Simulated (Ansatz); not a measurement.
## Electronic structure of H$_{7}$NO$_{3}$Si$_{2}$ ((OH)3Si-NH-SiH3) in real space

Input file:

```
crystal:
  periodic: [false, false, false]
  atoms:
    - {symbol: Si, position_ang: [0.172453, -0.799857, -0.652234]}
    - {symbol: O, position_ang: [-0.804037, -1.486152, 0.499663]}
    - {symbol: O, position_ang: [-0.688342, -0.903994, -2.058324]}
    - {symbol: O, position_ang: [1.604355, -1.563057, -0.943454]}
    - {symbol: N, position_ang: [0.566370, 0.770875, -0.079996]}
    - {symbol: Si, position_ang: [-0.247298, 1.643644, 1.188409]}
    - {symbol: H, position_ang: [-0.445137, -1.547468, 1.390035]}
    - {symbol: H, position_ang: [-1.643101, -0.828615, -1.972926]}
    - {symbol: H, position_ang: [1.558085, -2.267093, -1.597534]}
    - {symbol: H, position_ang: [1.374404, 1.221543, -0.498256]}
    - {symbol: H, position_ang: [-0.149801, 0.947394, 2.512268]}
    - {symbol: H, position_ang: [0.404592, 2.981391, 1.310466]}
    - {symbol: H, position_ang: [-1.702563, 1.831399, 0.901871]}
basis:
  gaussian: {orbitals: def2-TZVP, initial_orbitals: start.molden}
hamiltonian: {xc: pbe0, dispersion: d4}
scf: {omitted_lower_state_checks: [starts]}
output: {orbitals: {seedname: orbitals}}
```

Command:

```sh
ansatz run in.yaml --threads 2 --pin off --events-out ev --progress --plain --max-ram 20480MiB --backend cpu
```

Geometry: PBE0-D4/def2-SVP.

Level of theory: RKS PBE0-D4/def2-TZVP in Ansatz.

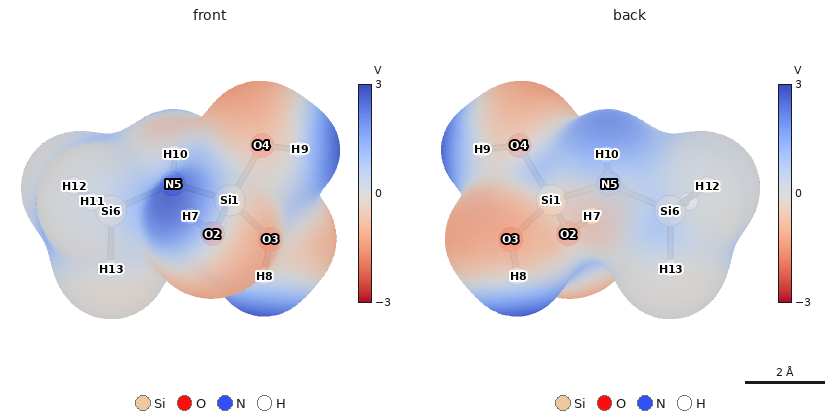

Figure 1. The electrostatic potential painted on the density surface at 0.002 e/bohr³, seen from the front and from behind; the colour scale runs from red (negative) to blue (positive).

> Where is the surface potential most negative and most positive?

The most negative region (about −1.3 V) lies over O3 and O4, the most positive (about +2.6 V) over H7, H8 and H9.

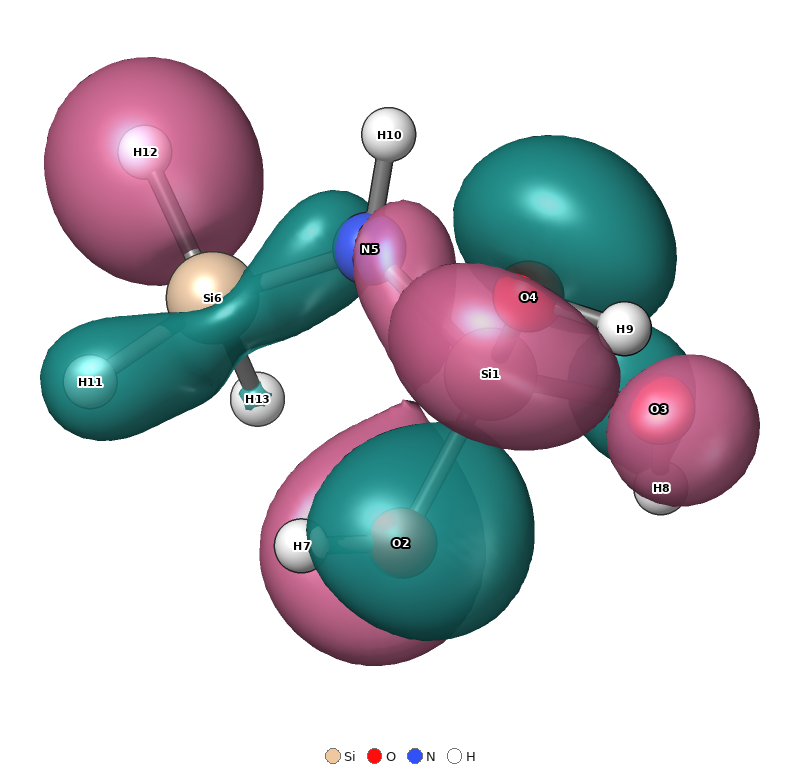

Figure 2. The HOMO−1 at ±0.08 Å⁻³ᐟ² (teal and pink are the two phases), seen at an oblique angle.

> What is the character of this orbital?

Its weight (Hirshfeld) is mainly on O4 (about 35 %), O2 (about 30 %), H12 (about 5 %) and Si6 (about 5 %). Its energy is −9.19 eV.

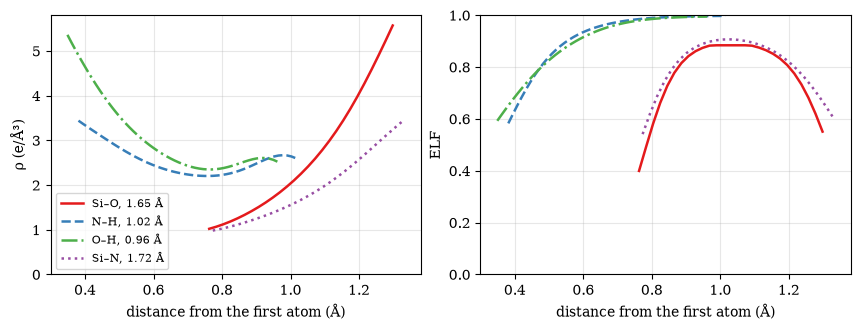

Figure 3. Electron density and electron localisation function along straight lines between neighbouring atoms. The curves leave out the atomic cores.

> Compare the contacts.

Si–O (1.65 Å): ρ is about 1.2 e/Å³ halfway; the ELF peaks at about 0.90 between the atoms, as expected for a polar covalent bond.
N–H (1.02 Å): ρ at the midpoint is about 2.8 e/Å³; the ELF climbs to about 1 towards the hydrogen, as it does in any bond to H (a covalent bond by its length).
O–H (0.96 Å): ρ is about 3.7 e/Å³ halfway; the ELF climbs to about 1 towards the hydrogen; an ordinary covalent bond to hydrogen.
Si–N (1.72 Å): ρ at the midpoint is about 1.1 e/Å³; the ELF peaks at about 0.90 between the atoms; a polar covalent bond.
